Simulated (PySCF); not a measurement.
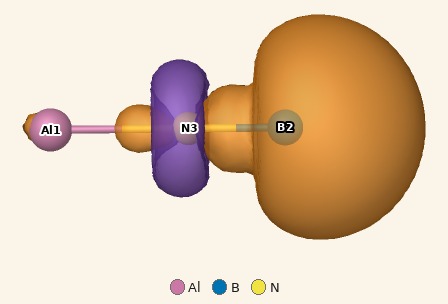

Figure 1: AlBN (SMILES [B]=[N][Al]) (doublet). Isosurfaces of the spin density at +0.015 (orange) and −0.015 e/Å³ (purple), seen from one side.

Geometry: PBE0-D4/def2-SVP.

Level of theory: Gaussian-basis quantum chemistry of an isolated molecule with PySCF, energy and nuclear gradient, functional PBE0 in PySCF.

Question: Describe the spin distribution.

Answer: The unpaired spin (1 electron) lies mostly on B2 (about 1.0), in electrons by Hirshfeld's partition.
